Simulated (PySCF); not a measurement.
# C2H3Cl: the cost of one run

Programs: PySCF 2.14.0, with routines of our own; each step states its level. All values are computed. Atoms count from 0.

### Step 1. The starting structure

6 atoms, charge 0, multiplicity 1; geometry from: GFN2-xTB.

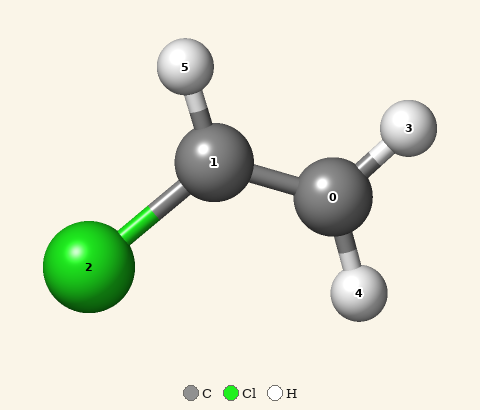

The starting geometry (carbon grey, chlorine green, hydrogen white).

### Step 2. Optimising the geometry at PBE0-D3(BJ)/def2-TZVP

The job: settings as JSON, then the geometry in Å.

```
{"job": {"xc": "PBE0", "basis": "def2-TZVP", "d3": "d3bj", "grid": 2, "kind": "geom"}, "charge": 0, "multiplicity": 1}
C     -0.612597     0.036417    -0.404898
C      0.479711     0.130480     0.325753
Cl     1.408082    -1.238280     0.799793
H     -1.163554     0.918845    -0.678224
H     -0.992001    -0.908774    -0.751543
H      0.883483     1.063303     0.687544
```

Launch:

```sh
$ OMP_NUM_THREADS=1 python excited_run.py task.json out
```

The driver reads the jobs from task.json and runs them one after another.

**Question.** How long does this first job take on 1 thread of Intel Xeon 6975P-C, shared host, and how much memory does it need?

About 7.8 s, with a peak of 0.47 GiB.
